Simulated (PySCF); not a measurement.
# [La(H2O)2]3+: a change of charge

Aim: at the relaxed geometry of [La(H2O)2]3+, try a change of charge. The species was built from a template and needn't be a known compound.

Computed with PySCF 2.14.0. Level: PBE0, La def2-SVP with ECP46, O def2-SVP, H def2-SVP; scalar-relativistic core potentials, no spin–orbit coupling.

1 further run of the same task is left out (for a known fault of the program).

## (1) Starting geometry

7 atoms, charge 3, spin multiplicity 1.

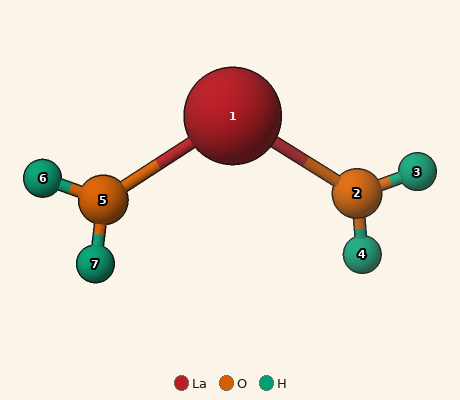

The structure; lanthanum red, oxygen orange, hydrogen teal; atoms are numbered from 1 in the order of the file.

Geometry (Å):

```xyz
7
charge 3, multiplicity 1
La    1.09966    0.14972   -0.00650
O    -0.18301    0.06065    1.98563
H     0.14178    0.13785    2.91773
H    -1.15652   -0.06867    2.10507
O    -0.18482   -0.08891   -1.98365
H     0.13561   -0.36524   -2.87889
H    -1.14824    0.07491   -2.13940
```

Formal oxidation states: La +3. An earlier session relaxed this geometry at PBE0, La def2-SVP with ECP46, O def2-SVP, H def2-SVP (singlet, point group C1).

Its energy there is -183.012696 Eh.

## (2) One electron removed, multiplicity 2

Input file run.py (the lines that set the calculation):

```python
mol = gto.M(atom='''
La     1.09966     0.14972    -0.00650
O     -0.18301     0.06065     1.98563
H      0.14178     0.13785     2.91773
H     -1.15652    -0.06867     2.10507
O     -0.18482    -0.08891    -1.98365
H      0.13561    -0.36524    -2.87889
H     -1.14824     0.07491    -2.13940''',
    basis={'La': 'def2-SVP', 'O': 'def2-SVP', 'H': 'def2-SVP'},
    ecp={'La': 'def2-SVP'},
    charge=4, spin=1)
mf = dft.UKS(mol, xc='PBE0')
mf.grids.atom_grid = (50, 194)  # f atoms: unpruned, at least (60, 302)
mf = mf.density_fit()  # fitting sets: La def2-universal-JKFIT, O def2-universal-JKFIT, H def2-universal-JKFIT
mf.conv_tol = 1e-08; mf.max_cycle = 55
mf.kernel(dm0)  # dm0: the density of the relaxed state
```

Started as:

```bash
$ OMP_NUM_THREADS=2 python run.py
```

Standard output:

```text
init E= -183.023562720875
  HOMO = -0.936525747265  LUMO = -0.932073576787  gap/eV = 0.12115
cycle= 1 E= -181.923870072095  delta_E=  1.1  |g|= 0.354  |ddm|= 0.643
  HOMO = -1.27526366699  LUMO = -1.23117454268  gap/eV = 1.19973
cycle= 2 E= -181.862130771237  delta_E= 0.0617  |g|= 0.535  |ddm|= 0.587
  HOMO = -1.20465159174  LUMO = -1.12089742941  gap/eV = 2.27907
cycle= 3 E= -181.837807023399  delta_E= 0.0243  |g|= 0.521  |ddm|= 0.762
  HOMO = -1.16492465513  LUMO = -1.13277138747  gap/eV = 0.87493
cycle= 4 E= -181.978508065782  delta_E= -0.141  |g|= 0.04  |ddm|= 0.538
  HOMO = -1.15976053399  LUMO = -1.12226816466  gap/eV = 1.02022
cycle= 5 E= -181.979134763774  delta_E= -0.000627  |g|= 0.0234  |ddm|= 0.0619
  HOMO = -1.16029692565  LUMO = -1.12190189693  gap/eV = 1.04478
cycle= 6 E= -181.979399230119  delta_E= -0.000264  |g|= 0.00602  |ddm|= 0.0165
  HOMO = -1.1600235426  LUMO = -1.12173903523  gap/eV = 1.04177
cycle= 7 E= -181.979402397371  delta_E= -3.17e-06  |g|= 0.00534  |ddm|= 0.0029
  HOMO = -1.15994818313  LUMO = -1.12172344187  gap/eV = 1.04015
cycle= 8 E= -181.9794168289  delta_E= -1.44e-05  |g|= 0.000206  |ddm|= 0.00458
  HOMO = -1.15994135127  LUMO = -1.12173007566  gap/eV = 1.03978
cycle= 9 E= -181.97941684819  delta_E= -1.93e-08  |g|= 8.6e-05  |ddm|= 0.000233
  HOMO = -1.15993813908  LUMO = -1.12173000476  gap/eV = 1.03970
cycle= 10 E= -181.979416846962  delta_E= 1.23e-09  |g|= 0.000109  |ddm|= 0.000193
  HOMO = -1.15993792892  LUMO = -1.12172986128  gap/eV = 1.03969
cycle= 11 E= -181.979416852797  delta_E= -5.83e-09  |g|= 1.72e-05  |ddm|= 7.92e-05
  HOMO = -1.1599382951  LUMO = -1.12172974239  gap/eV = 1.03971
Extra cycle  E= -181.979416838717  delta_E= 1.41e-08  |g|= 0.000167  |ddm|= 0.000171
converged SCF energy = -181.979416838717  <S^2> = 0.76178127  2S+1 = 2.0117468
```

Run time: 2 s. Hardware: 2 threads of Arm Neoverse V2, shared host.

Result: E = -181.979417 Eh (+28.117 eV from the relaxed state), HOMO -31.56 eV, LUMO -30.52 eV (over both spins), ⟨S²⟩ = 0.762, Mulliken charge on La1 +2.50 e. 

## (3) One electron added, multiplicity 2

run.py (the lines that set the calculation): that of step 2 with these lines changed.

```diff
@@ -10,3 +10,3 @@
     ecp={'La': 'def2-SVP'},
-    charge=4, spin=1)
+    charge=2, spin=1)
 mf = dft.UKS(mol, xc='PBE0')
```

Started as:

```bash
$ OMP_NUM_THREADS=2 python run.py
```

Standard output:

```text
init E= -183.022115456327
  HOMO = -0.666174287414  LUMO = -0.659113295427  gap/eV = 0.19214
cycle= 1 E= -183.564279405331  delta_E= -0.542  |g|= 0.165  |ddm|= 1.02
  HOMO = -0.440408400126  LUMO = -0.354104142571  gap/eV = 2.34846
cycle= 2 E= -183.584569859984  delta_E= -0.0203  |g|= 0.0724  |ddm|= 0.535
  HOMO = -0.481760415878  LUMO = -0.381015973568  gap/eV = 2.74140
cycle= 3 E= -183.587894135539  delta_E= -0.00332  |g|= 0.00913  |ddm|= 0.157
  HOMO = -0.48443707254  LUMO = -0.381955282549  gap/eV = 2.78867
cycle= 4 E= -183.587945251229  delta_E= -5.11e-05  |g|= 0.0067  |ddm|= 0.0202
  HOMO = -0.484804828878  LUMO = -0.3818091485  gap/eV = 2.80266
cycle= 5 E= -183.587976929334  delta_E= -3.17e-05  |g|= 0.00256  |ddm|= 0.0137
  HOMO = -0.48481355348  LUMO = -0.381472182696  gap/eV = 2.81206
cycle= 6 E= -183.587996798497  delta_E= -1.99e-05  |g|= 0.0013  |ddm|= 0.0155
  HOMO = -0.484895309055  LUMO = -0.381119935042  gap/eV = 2.82387
cycle= 7 E= -183.588020086377  delta_E= -2.33e-05  |g|= 0.00107  |ddm|= 0.0235
  HOMO = -0.48502348185  LUMO = -0.380775300592  gap/eV = 2.83674
cycle= 8 E= -183.588043539325  delta_E= -2.35e-05  |g|= 0.000877  |ddm|= 0.0284
  HOMO = -0.48551855692  LUMO = -0.380043559319  gap/eV = 2.87012
cycle= 9 E= -183.588086813413  delta_E= -4.33e-05  |g|= 0.000536  |ddm|= 0.0795
  HOMO = -0.485589557751  LUMO = -0.379869395839  gap/eV = 2.87679
cycle= 10 E= -183.588094991398  delta_E= -8.18e-06  |g|= 0.000434  |ddm|= 0.0279
  HOMO = -0.485522607607  LUMO = -0.379820523022  gap/eV = 2.87630
cycle= 11 E= -183.588098105473  delta_E= -3.11e-06  |g|= 0.000321  |ddm|= 0.0118
  HOMO = -0.485517965696  LUMO = -0.379799730397  gap/eV = 2.87674
cycle= 12 E= -183.588101424637  delta_E= -3.32e-06  |g|= 0.000277  |ddm|= 0.011
  HOMO = -0.485613300959  LUMO = -0.379744470246  gap/eV = 2.88084
cycle= 13 E= -183.588104884322  delta_E= -3.46e-06  |g|= 0.000237  |ddm|= 0.0132
  HOMO = -0.485699579406  LUMO = -0.379711641017  gap/eV = 2.88408
cycle= 14 E= -183.588110085511  delta_E= -5.2e-06  |g|= 0.000174  |ddm|= 0.0247
  HOMO = -0.485633651985  LUMO = -0.379697944043  gap/eV = 2.88266
cycle= 15 E= -183.588111443764  delta_E= -1.36e-06  |g|= 0.000155  |ddm|= 0.00686
  HOMO = -0.485672812425  LUMO = -0.37970348884  gap/eV = 2.88357
cycle= 16 E= -183.588112752125  delta_E= -1.31e-06  |g|= 0.000133  |ddm|= 0.00785
  HOMO = -0.485721329145  LUMO = -0.379722425792  gap/eV = 2.88438
cycle= 17 E= -183.588115192264  delta_E= -2.44e-06  |g|= 7.92e-05  |ddm|= 0.0211
  HOMO = -0.485753964787  LUMO = -0.379731572723  gap/eV = 2.88502
cycle= 18 E= -183.588115739224  delta_E= -5.47e-07  |g|= 4.96e-05  |ddm|= 0.0108
  HOMO = -0.485744770745  LUMO = -0.37973479372  gap/eV = 2.88468
cycle= 19 E= -183.588115831276  delta_E= -9.21e-08  |g|= 2.2e-05  |ddm|= 0.00473
  HOMO = -0.485716625998  LUMO = -0.37973656208  gap/eV = 2.88386
cycle= 20 E= -183.588115843513  delta_E= -1.22e-08  |g|= 7.69e-06  |ddm|= 0.00179
  HOMO = -0.485723072008  LUMO = -0.379736895462  gap/eV = 2.88403
cycle= 21 E= -183.58811584436  delta_E= -8.47e-10  |g|= 2.76e-06  |ddm|= 0.000529
  HOMO = -0.485725207179  LUMO = -0.379737072061  gap/eV = 2.88408
Extra cycle  E= -183.588115844393  delta_E= -3.3e-11  |g|= 2.21e-06  |ddm|= 2e-05
converged SCF energy = -183.588115844393  <S^2> = 0.75122598  2S+1 = 2.0012256
```

Run time: 3.4 s. Hardware: 2 threads of Arm Neoverse V2, shared host.

It gives: E = -183.588116 Eh (-15.658 eV from the relaxed state), HOMO -13.22 eV, LUMO -11.01 eV (over both spins), ⟨S²⟩ = 0.751, Mulliken charge on La1 +1.46 e. 

## (4) The states side by side

| state | energy from the relaxed state (eV) | ⟨S²⟩ | time |
| --- | --- | --- | --- |
| charge +3, singlet, vacuum (relaxed) | 0 | 0.00 |  |
| charge +2, doublet, vacuum | -15.66 | 0.75 | 3.4 s |
| charge +4, doublet, vacuum | 28.12 | 0.76 | 2 s |

An electron taken off or put on is at rest in vacuum. 

Removing an electron vertically costs 28.12 eV (doublet), against −HOMO = 25.73 eV. Adding an electron vertically releases 15.66 eV (doublet). These are double-zeta-type bases without diffuse functions. Spin–orbit coupling is left out.
